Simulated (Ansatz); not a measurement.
Nudged elastic band of CH$_{5}$B

- system: CH$_{5}$B
- method: RKS PBE0-D4/def2-SVP (Ansatz 0.2.0)

One setting was made poor on purpose. It belongs to a series of runs on one base structure; here: band between the two ends.

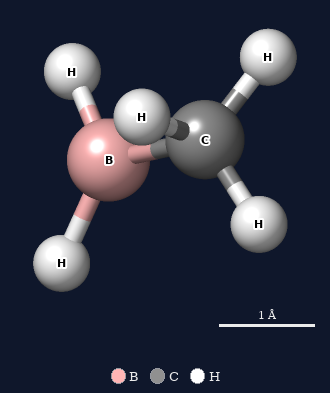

The structure as given in the input (ball-and-stick view, seen at a tilt). Bond lengths as drawn: B–C 1.55 Å, B–H 1.21 Å and C–H 1.10 to 1.11 Å.

Input file:
```yaml
crystal:
  periodic: [false, false, false]
  atoms:
    - { symbol: B, position_ang: [0.445215, -0.01422, 0.045857] }
    - { symbol: C, position_ang: [0.807971, -0.074128, 1.55468] }
    - { symbol: H, position_ang: [-0.009141, -0.380779, 2.223565] }
    - { symbol: H, position_ang: [1.732573, -0.618387, 1.795446] }
    - { symbol: H, position_ang: [1.012481, 0.99277, 1.795278] }
    - { symbol: H, position_ang: [1.304057, -0.090106, -0.805629] }
    - { symbol: H, position_ang: [-0.694659, 0.184849, -0.313897] }
basis:
  gaussian: { orbitals: def2-SVP }
hamiltonian:
  xc: pbe0
  dispersion: d4
neb:
  order_check: false
  images: 5
  f_tol: 0.2
  max_iterations: 60
  final_atoms:
    - { symbol: B, position_ang: [-0.03343559, 0.00089086, -1.10364414] }
    - { symbol: C, position_ang: [1.10087896, -0.10240403, 1.56689069] }
    - { symbol: H, position_ang: [0.2251632, -0.62015097, 1.97843113] }
    - { symbol: H, position_ang: [2.0162346, -0.46979945, 2.04951049] }
    - { symbol: H, position_ang: [1.00361818, 0.97978384, 1.72091925] }
    - { symbol: H, position_ang: [1.20056863, -0.32464833, 0.48042008] }
    - { symbol: H, position_ang: [-0.91453099, 0.53632708, -0.39722749] }
  initial_path:
    images:
      - { positions_ang: [[0.445215, -0.01422, 0.045857], [0.807971, -0.074128, 1.55468], [-0.009141, -0.380779, 2.223565], [1.732573, -0.618387, 1.795446], [1.012481, 0.99277, 1.795278], [1.304057, -0.090106, -0.805629], [-0.694659, 0.184849, -0.313897]] }
      - { positions_ang: [[0.29822936, -0.00532156, 0.02956832], [0.89107031, -0.05198065, 1.5220352], [0.01180397, -0.35806416, 2.08902721], [1.76100787, -0.65477368, 1.80520968], [1.10665499, 0.99774502, 1.80918396], [1.33397044, -0.05921374, -0.54953717], [-0.80423995, 0.13160778, -0.4101872]] }
      - { positions_ang: [[0.15124371, 0.00357687, 0.01327964], [0.97416963, -0.0298333, 1.48939041], [0.03274894, -0.33534932, 1.95448942], [1.78944274, -0.69116036, 1.81497335], [1.20082898, 1.00272004, 1.82308992], [1.36388389, -0.02832149, -0.29344534], [-0.9138209, 0.07836655, -0.5064774]] }
      - { positions_ang: [[0.00425807, 0.01247531, -0.00300904], [1.05726894, -0.00768595, 1.45674561], [0.05369392, -0.31263448, 1.81995163], [1.81787762, -0.72754704, 1.82473703], [1.29500298, 1.00769507, 1.83699587], [1.39379733, 0.00257077, -0.03735351], [-1.02340185, 0.02512533, -0.6027676]] }
      - { positions_ang: [[-0.00830648, 0.00861383, -0.36988741], [1.07180561, -0.03925864, 1.49346064], [0.11085035, -0.41513998, 1.87277813], [1.88399661, -0.64163117, 1.89966151], [1.19787471, 0.99839132, 1.79830367], [1.32938776, -0.10650227, 0.13523769], [-0.98711156, 0.19552591, -0.53425423]] }
      - { positions_ang: [[-0.02087104, 0.00475235, -0.73676578], [1.08634229, -0.07083134, 1.53017567], [0.16800677, -0.51764547, 1.92560463], [1.95011561, -0.55571531, 1.974586], [1.10074644, 0.98908758, 1.75961146], [1.2649782, -0.2155753, 0.30782888], [-0.95082127, 0.3659265, -0.46574086]] }
      - { positions_ang: [[-0.03343559, 0.00089086, -1.10364414], [1.10087896, -0.10240403, 1.56689069], [0.2251632, -0.62015097, 1.97843113], [2.0162346, -0.46979945, 2.04951049], [1.00361818, 0.97978384, 1.72091925], [1.20056863, -0.32464833, 0.48042008], [-0.91453099, 0.53632708, -0.39722749]] }
```

Hardware: 1 thread of Arm Neoverse V1, 24 GiB of memory available, shared host.

Run as:
```bash
ansatz run input.yaml --threads 1 --pin off --max-ram 2048MiB --backend cpu --events-out ev --progress --plain --runs-dir out
```

Log:
```
Engine: ansatz 0.2.0, aarch64-unknown-linux-gnu
Functional definition: PBE0
  parameter a = 0.25
  parameter kappa = 0.804
  parameter beta = 0.06672455060314922
  exchange = (1 - a)*pbe_x(kappa = kappa, mu = beta*pi^2/3) + a*exact_x
  correlation = pbe_c(beta = beta)
601 factors; integrals over basis functions are off by at most 4.3e-4 eV
mean field evaluation 1: about -1786.7764 eV, gradient 3.8e1 eV
mean field evaluation 2: about -1786.3782 eV, gradient 3.9e1 eV
mean field evaluation 4: about -1790.3787 eV, gradient 4.8e-1 eV
mean field evaluation 8: about -1790.3790 eV, gradient 1.4e-3 eV
mean field -1790.37904819 eV, -65.7952164584 hartree, gradient 5.6e-5 eV, S^2 0.000000; 0 other end points of the search recorded, 0 dependent functions left out
the calculation of the forces begins
reference -1790.37907086 eV, -65.7952172916 hartree; 8, 8 occupied and 45, 45 virtual orbitals, 601 factors
601 factors; integrals over basis functions are off by at most 1.2e-3 eV
mean field evaluation 16: about -1786.3842 eV, gradient 4.6e-1 eV
mean field -1786.38188819 eV, -65.6483235379 hartree, gradient 3.9e-5 eV, S^2 0.000000; 0 other end points of the search recorded, 0 dependent functions left out
[... from here on the field's lines of each further geometry are left out, up to the last ...]
NEB iter   1: max|band force component| = 1.129e1 eV/Å  barrier→ = 6.0932 eV  barrier← = 2.1007 eV  Δτ_max = 0.2000 Å  (159 SCF iters)
NEB iter   2: max|band force component| = 3.710e0 eV/Å  barrier→ = 4.5344 eV  barrier← = 0.5419 eV  Δτ_max = 0.2000 Å  (129 SCF iters)
NEB iter   3: max|band force component| = 1.998e0 eV/Å  barrier→ = 4.6284 eV  barrier← = 0.6359 eV  Δτ_max = 0.2000 Å  (126 SCF iters)
NEB iter   4: max|band force component| = 1.808e0 eV/Å  barrier→ = 4.3188 eV  barrier← = 0.3263 eV  Δτ_max = 0.2000 Å  (127 SCF iters)
NEB iter   5: max|band force component| = 3.043e0 eV/Å  barrier→ = 4.4213 eV  barrier← = 0.4288 eV  Δτ_max = 0.0997 Å  (131 SCF iters)
NEB iter   6: max|band force component| = 9.821e-1 eV/Å  barrier→ = 4.3249 eV  barrier← = 0.3324 eV  Δτ_max = 0.1800 Å  (122 SCF iters)
NEB iter   7: max|band force component| = 7.430e-1 eV/Å  barrier→ = 4.2940 eV  barrier← = 0.3015 eV  Δτ_max = 0.1609 Å  (121 SCF iters)
NEB iter   8: max|band force component| = 7.966e-1 eV/Å  barrier→ = 4.2100 eV  barrier← = 0.2176 eV  CI = image 3  Δτ_max = 0.2000 Å  (123 SCF iters)
NEB iter   9: max|band force component| = 3.145e-1 eV/Å  barrier→ = 4.2444 eV  barrier← = 0.2519 eV  CI = image 3  Δτ_max = 0.1916 Å  (122 SCF iters)
NEB iter  10: max|band force component| = 1.171e0 eV/Å  barrier→ = 4.2404 eV  barrier← = 0.2480 eV  CI = image 3  Δτ_max = 0.1024 Å  (118 SCF iters)
the calculation of the forces begins
reference -1786.36303827 eV, -65.6476308160 hartree; 8, 8 occupied and 45, 45 virtual orbitals, 601 factors
601 factors; integrals over basis functions are off by at most 9.1e-4 eV
mean field -1786.13391286 eV, -65.6392106127 hartree, gradient 1.8e-5 eV, S^2 0.000000; 1 other end points of the search recorded, 0 dependent functions left out
the calculation of the forces begins
reference -1786.13393551 eV, -65.6392114451 hartree; 8, 8 occupied and 45, 45 virtual orbitals, 601 factors
NEB iter  11: max|band force component| = 1.466e-1 eV/Å  barrier→ = 4.2399 eV  barrier← = 0.2475 eV  CI = image 3  Δτ_max = 0.0000 Å  (227 SCF iters)
```

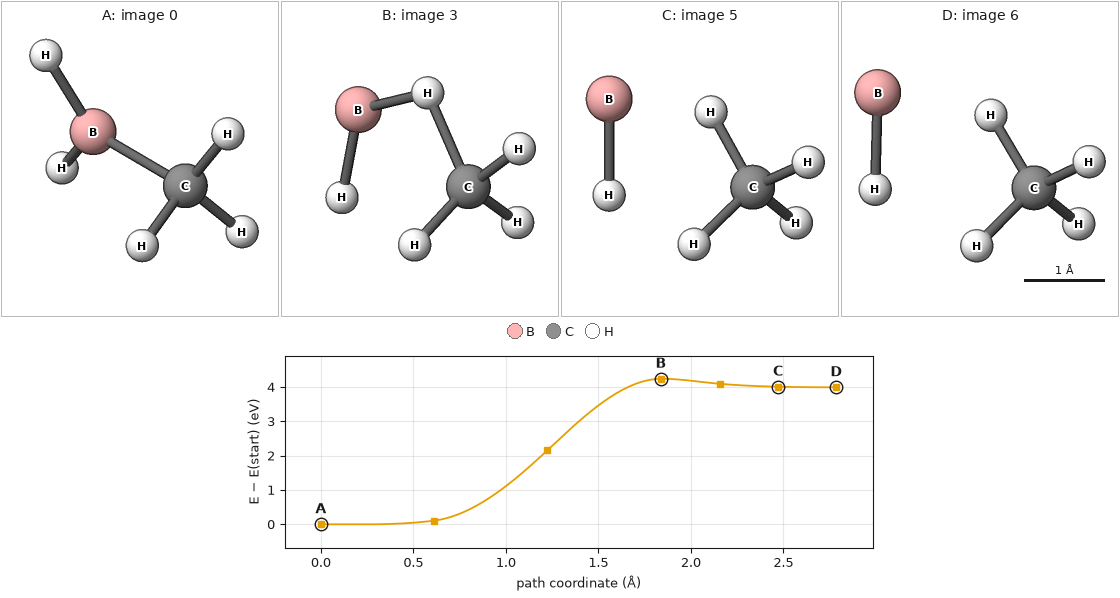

Images of the last band (counted from 0; ball-and-stick, seen at a tilt) above the energy along the path; the line is a cubic interpolation that uses the forces. The highest image is number 3, 4.240 eV above the start and 0.247 eV above the end (the climbing image); the end lies 3.992 eV above the start. The path is 2.79 Å long. The band converged in 11 iterations.

```
Total energy: -1786.18928506 eV, -65.6412455033 hartree
Atom 0 at     0.227917    -0.060413    -0.532572 Å, force    -0.005410     0.000184     0.012402 eV/Å
Atom 1 at     0.946596    -0.037294     1.423860 Å, force    -0.002162    -0.029709     0.007887 eV/Å
Atom 2 at     0.120581    -0.584943     1.893566 Å, force    -0.001620     0.017247     0.018982 eV/Å
Atom 3 at     1.914094    -0.435560     1.764887 Å, force     0.003901     0.003583     0.000681 eV/Å
Atom 4 at     0.888441     1.041667     1.610942 Å, force    -0.019244     0.004740     0.003773 eV/Å
Atom 5 at     1.258950    -0.399854     0.206391 Å, force     0.022389    -0.005151    -0.036340 eV/Å
Atom 6 at    -0.758082     0.476396    -0.071775 Å, force     0.002147     0.009107    -0.007384 eV/Å
Dipole moment:     0.034649     0.092506     0.595546 e Å
this run last wrote the band of iteration 11 to [file]
```

The last band as extended XYZ (Å, eV, eV/Å):
```
7
Properties=species:S:1:pos:R:3:forces:R:3 image=0 energy=-1790.42917
B     0.4452   -0.0142    0.0459    0.0002  -0.0001   0.0015
C     0.8080   -0.0741    1.5547    0.0004   0.0023  -0.0010
H    -0.0091   -0.3808    2.2236    0.0006  -0.0001  -0.0008
H     1.7326   -0.6184    1.7954   -0.0008   0.0001   0.0001
H     1.0125    0.9928    1.7953    0.0002  -0.0016   0.0009
H     1.3041   -0.0901   -0.8056    0.0001  -0.0003  -0.0002
H    -0.6947    0.1848   -0.3139   -0.0006  -0.0004  -0.0005
7
Properties=species:S:1:pos:R:3:forces:R:3 image=1 energy=-1790.32355
B     0.4237   -0.0115    0.0398    0.1839  -0.0319   0.3247
C     0.8409   -0.0083    1.5258   -0.0155  -0.0217   0.1531
H     0.0815   -0.5614    2.1028   -0.0490   0.1320   0.2379
H     1.8356   -0.4307    1.7241   -0.0492   0.0352   0.0626
H     0.8122    1.0423    1.8606   -0.0794   0.0320   0.2774
H     1.2680   -0.4612   -0.6799   -0.1945  -0.0128  -0.8298
H    -0.6634    0.4308   -0.2780    0.2037  -0.1327  -0.2258
7
Properties=species:S:1:pos:R:3:forces:R:3 image=2 energy=-1788.26882
B     0.3226   -0.0101   -0.1380    0.8577   0.1775   3.7066
C     0.8573   -0.0149    1.4281   -0.6922   0.4229   0.0101
H     0.1014   -0.5949    1.9642   -0.3163   0.1816   0.7455
H     1.8648   -0.4212    1.6954   -0.5482   0.1278  -0.5469
H     0.8486    1.0497    1.7001   -0.2795   0.1686   0.6409
H     1.3764   -0.4728   -0.1865    1.0231  -0.9445  -3.5551
H    -0.7726    0.4641   -0.1680   -0.0446  -0.1339  -1.0010
7
Properties=species:S:1:pos:R:3:forces:R:3 image=3 energy=-1786.18926
B     0.2279   -0.0604   -0.5326   -0.0054   0.0002   0.0124
C     0.9466   -0.0373    1.4239   -0.0022  -0.0297   0.0079
H     0.1206   -0.5849    1.8936   -0.0016   0.0172   0.0190
H     1.9141   -0.4356    1.7649    0.0039   0.0036   0.0007
H     0.8884    1.0417    1.6109   -0.0192   0.0047   0.0038
H     1.2590   -0.3999    0.2064    0.0224  -0.0052  -0.0363
H    -0.7581    0.4764   -0.0718    0.0021   0.0091  -0.0074
7
Properties=species:S:1:pos:R:3:forces:R:3 image=4 energy=-1786.33482
B     0.1416   -0.0503   -0.7444   -0.1427   0.0131  -0.3290
C     1.0104   -0.0691    1.4534    0.1278   0.0077   0.1019
H     0.1408   -0.5875    1.8752    0.0486  -0.0276  -0.0476
H     1.9439   -0.4518    1.8820    0.0761  -0.0001   0.1660
H     0.9228    1.0154    1.5964    0.0452  -0.0478  -0.0110
H     1.2109   -0.3474    0.3424   -0.1095   0.0392   0.1494
H    -0.7719    0.4908   -0.1096   -0.0455   0.0155  -0.0297
7
Properties=species:S:1:pos:R:3:forces:R:3 image=5 energy=-1786.42057
B     0.0540    0.0031   -0.9449   -0.0297  -0.0045  -0.0993
C     1.0634   -0.0929    1.5067   -0.0141   0.0413   0.0389
H     0.1848   -0.6205    1.8981    0.0169  -0.0018   0.0092
H     1.9757   -0.4460    2.0034    0.0390  -0.0094   0.0136
H     0.9462    0.9901    1.6422    0.0147  -0.0229   0.0335
H     1.2116   -0.3281    0.4164    0.0175  -0.0221   0.0320
H    -0.8372    0.4942   -0.2266   -0.0442   0.0193  -0.0280
7
Properties=species:S:1:pos:R:3:forces:R:3 image=6 energy=-1786.43671
B    -0.0334    0.0009   -1.1036    0.0008  -0.0004  -0.0012
C     1.1009   -0.1024    1.5669    0.0026   0.0029  -0.0007
H     0.2252   -0.6202    1.9784   -0.0002  -0.0013   0.0015
H     2.0162   -0.4698    2.0495   -0.0014  -0.0005   0.0010
H     1.0036    0.9798    1.7209   -0.0010   0.0023   0.0027
H     1.2006   -0.3246    0.4804   -0.0001  -0.0037  -0.0042
H    -0.9145    0.5363   -0.3972   -0.0007   0.0007   0.0009
```

Summary:

| quantity | value |
| --- | --- |
| outcome | converged |
| barrier, forward | 4.240 eV |
| barrier, backward | 0.247 eV |
| wall time | 64 s |
| peak memory | 0.098 GiB |

Notes:

A deliberately poor setting: loose force. The order of the saddle point was not checked.
